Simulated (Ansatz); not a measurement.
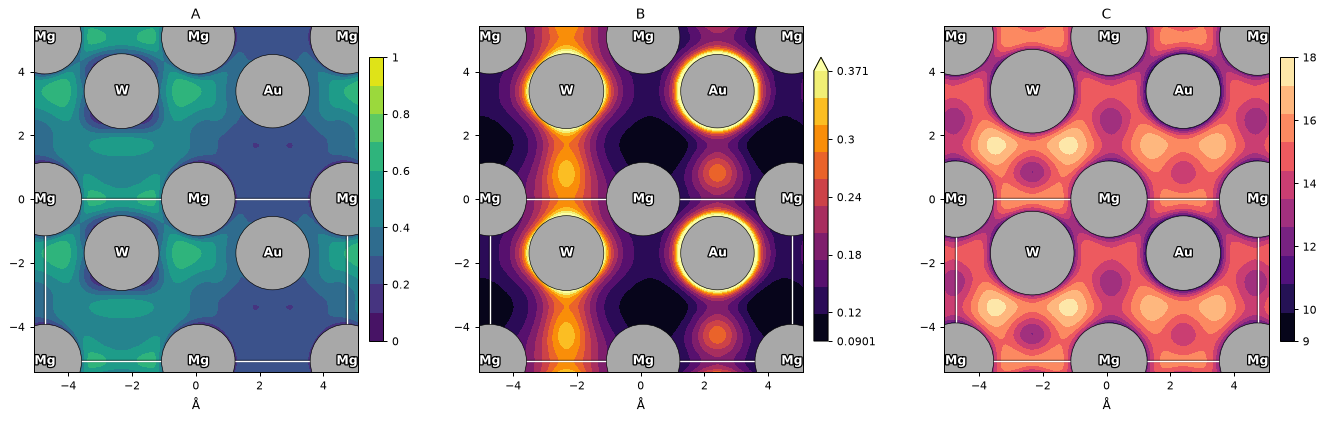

Mg₂WAu: 3 fields on the (110) plane of the conventional cell, with unlabelled colour scales. Grey discs cover the atomic cores.

Space group P-6m2; a structure generated by program, which may or may not match a known phase; computed without spin polarisation.

Theory: DFT PBE, scalar-relativistic, plane waves, PAW (Ansatz).

The panels show electron localisation function, electrostatic potential energy of an electron and valence pseudo-density in some order. Assign them.

Answer. Panel A: electron localisation function. Panel B: valence pseudo-density. Panel C: electrostatic potential energy of an electron (low next to the atoms, rising into the space between them). From the grid: Mg–Au (2.88 Å): the density is about 0.22 e/Å³ at the midpoint, with its minimum of 0.14 e/Å³ about 1.1 Å from Mg; the ELF is about 0.35 at the midpoint.
